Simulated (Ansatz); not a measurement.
Band structure of AlFe₃C (Pm-3m, 5 atoms in the cell).

```
CELL_PARAMETERS angstrom
      3.78978     0.00000     0.00000
      0.00000     3.78978     0.00000
      0.00000     0.00000     3.78978
ATOMIC_POSITIONS crystal
  Al 0.00000 0.00000 0.00000
  Fe 0.00000 0.50000 0.50000
  Fe 0.50000 0.00000 0.50000
  Fe 0.50000 0.50000 0.00000
  C  0.50000 0.50000 0.50000
```
Moments meant for the start (each program seeds them in its own way; μB, in the order of the atoms Al Fe Fe Fe C): 0.0 4.0 4.0 4.0 0.0.

Method of the run: LDA (PW92), PAW files made with PBE (plane waves; Ansatz, a quantum-chemistry and plane-wave program).

Settings: kpoints.mp_grid.grid = 7 7 7; hamiltonian.xc = lda; hamiltonian.pseudopotentials = {kind: paw} (the program's default PAW files); magnetization.spin_polarized = true; scf.occupations.method = fermi_dirac; scf.occupations.width = 0.0073 Ry; kpoints.band_path.npoints = 8.

The starting cell comes from a database of computed structures (which also holds hypothetical and non-ambient phases and stackings), without a prior relaxation at this level. The moments shrank to a small part of their start, a low-spin state that need not be the lowest.

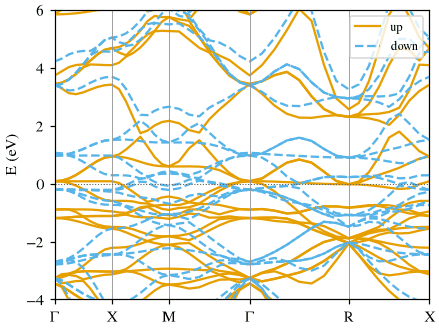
Figure. Bands along the path, energies from the Fermi level.

Levels in eV from the Fermi level, bands 26 to 33 of the first spin channel:
```tsv
point	26	27	28	29	30	31	32	33
Γ	-0.90	-0.90	0.08	0.08	0.08	0.09	3.44	3.44
X	-1.12	-0.96	-0.60	0.08	0.94	0.94	3.42	4.09
M	-1.10	-0.91	-0.73	-0.44	0.59	0.59	2.17	5.27
R	-1.89	-0.83	-0.83	-0.02	-0.02	-0.02	2.31	2.31
```

Bands cross the Fermi level along this path, so the cell is metallic at this level.

The net moment of the cell came out as 2.56 μB.

Keys are those of Ansatz 0.2.
